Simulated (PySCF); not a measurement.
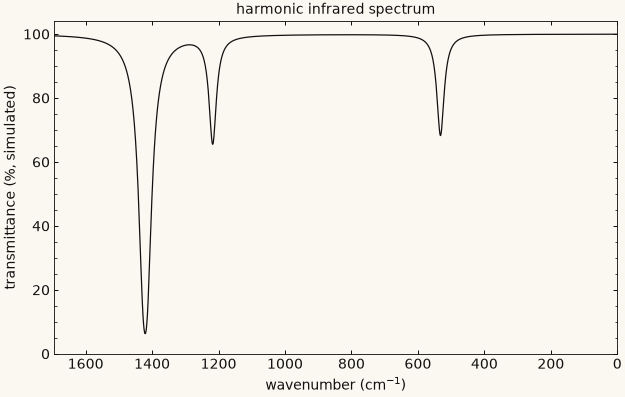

Unscaled harmonic wavenumbers and double-harmonic intensities, PBE0/def2-TZVP with PySCF 2.14.0, isolated molecule. Structures are the lowest points that the searches found. Degenerate modes count as one line, with their intensities summed. Lorentzian lines of 24 cm⁻¹ full width. Close modes add up in the curve.

### Which molecule gives this infrared spectrum?
A. BH₂⁺, singlet
B. AlF₃, singlet
C. SO₂, singlet
D. CO₂, singlet

Option C. It has its most intense lines at 1420.8, 1217.6 and 532.1 cm⁻¹.
